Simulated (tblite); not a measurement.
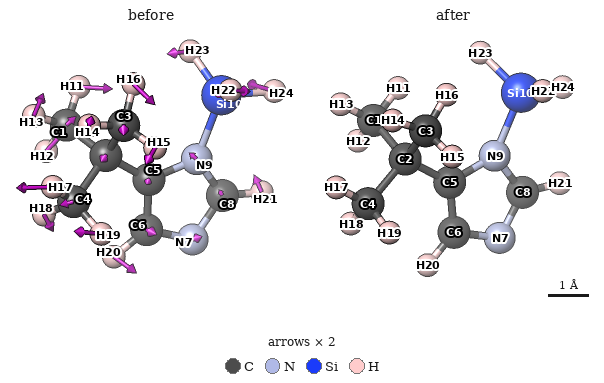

The structure of C7H14N2Si before (left) and after (right) a relaxation, at one scale. The purple arrows give the displacements, 2 times their true length.

Style: ball-and-stick. Shown at a tilt.

Theory: GFN2-xTB geometry optimisation, gas phase in tblite 0.8.0. 

Summarise the run.

The energy falls by 20.0 kcal/mol in 118 geometry steps. The largest move after the best rigid fit is that of H24, 0.63 Å. Largest moves by element: H 0.63 Å, C 0.20 Å, Si 0.17 Å, N 0.16 Å. Near-neighbour distances that change, for instance: N7–C8 1.351 → 1.291 Å, C1–H13 1.146 → 1.088 Å, C1–C2 1.483 → 1.535 Å, C2–C5 1.464 → 1.503 Å. Bond angles that change, for instance: C5–N9–Si10 126.1° → 134.8°, H11–C1–H12 114.9° → 108.3°, C1–C2–C5 116.3° → 109.7°. Groups turn about C2–C4 by about 20°.
